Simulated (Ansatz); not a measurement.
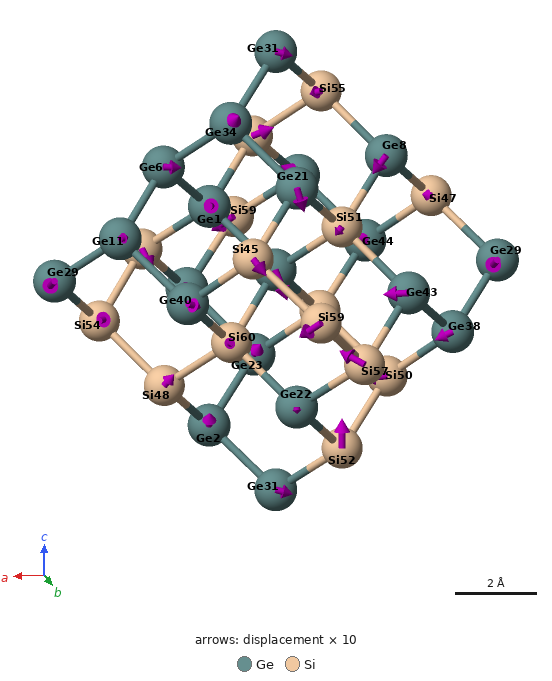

A relaxation of crystalline Ge44Si20 (a generated structure, set up in P1). The starting structure is drawn; purple arrows show the displacements, 10 times their true length.

The picture is a ball-and-stick view of the atoms within 5.8 Å of the atom that moves most (axes of the cell of the calculation), seen from a free direction.

Level of theory: DFT, PBEsol, PAW, plane waves (Ansatz 0.2.0). (plane-wave cutoff 420 eV; k-point mesh 1 × 1 × 1; mesh shifted by (0.5, 0.5, 0.5); no spin polarisation; cell relaxed at fixed shape; force threshold 0.03 eV/Å; at most 80 steps)

Q: What happened in the run?

A: The largest moves relative to the cell, 0.083 Å, are those of Ge atoms. Largest moves by element: Ge 0.083 Å, Si 0.081 Å. The drawn cell changes as follows: a = b = c 11.201 → 11.186 Å (−0.1 %); the volume changes by −0.4 %. Among the contacts that change: Si–Si 2.469 → 2.371 Å, Si–Si 2.446 → 2.359 Å, Ge–Si 2.343 → 2.424 Å, Ge–Ge 2.382 → 2.457 Å. Bond angles that change, for instance: Si–Ge–Si 107.7° → 111.7°, Si–Ge–Si 108.9° → 111.7°, Ge–Si–Si 112.1° → 109.6°. The space group stays P1 (No. 1). After 3 geometry steps the energy has fallen by 13.9 meV per atom. Largest force component: 0.86 eV/Å at the start, 0.016 eV/Å at the end. The pressure goes from −0.16 to 0.00 GPa. The run took 5.5 s on 1 × NVIDIA GB300 with 8 threads of Arm Neoverse-V2, peak memory 2 GiB.
